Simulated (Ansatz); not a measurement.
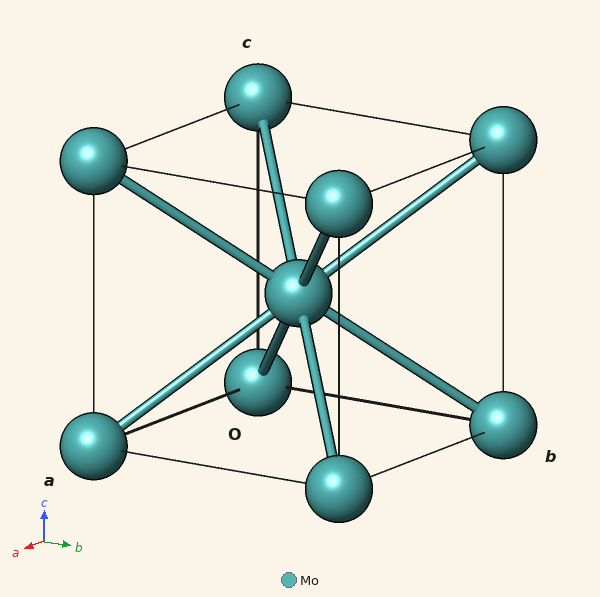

One unit cell is drawn above. Crystal: Mo, the geometry relaxed with DFT, PBE, plane waves (420 eV) with PAW, scalar-relativistic in Ansatz 0.2.0. Geometry calculated from the standardised cell; symmetry tolerance 0.002 Å.

```
CELL_PARAMETERS angstrom
3.16276 0.00000 0.00000
0.00000 3.16276 0.00000
0.00000 0.00000 3.16276
ATOMIC_POSITIONS crystal
Mo 0.00000 0.00000 0.00000
Mo 0.50000 0.50000 0.50000
```

What is its point group?

m-3m (Oh), order 48, cubic system: three fourfold axes, four threefold axes, six twofold axes, nine mirror planes, an inversion centre.

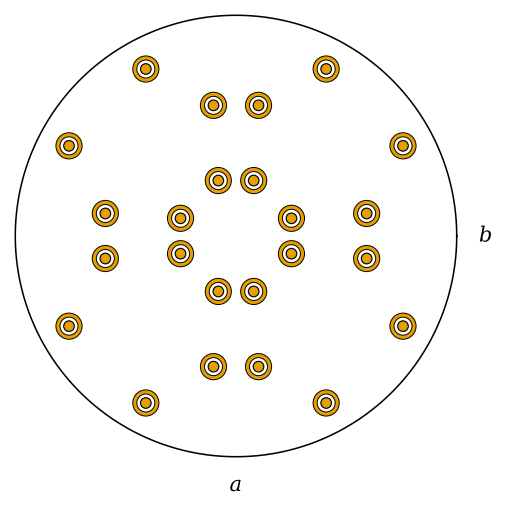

Stereographic projection: filled dots lie in the upper hemisphere, open rings in the lower. The poles are one general form. The c axis points at the viewer.

What does this class allow?

Class m-3m is centrosymmetric, so neither piezoelectric nor pyroelectric; it is not chiral. Its Laue class is m-3m.
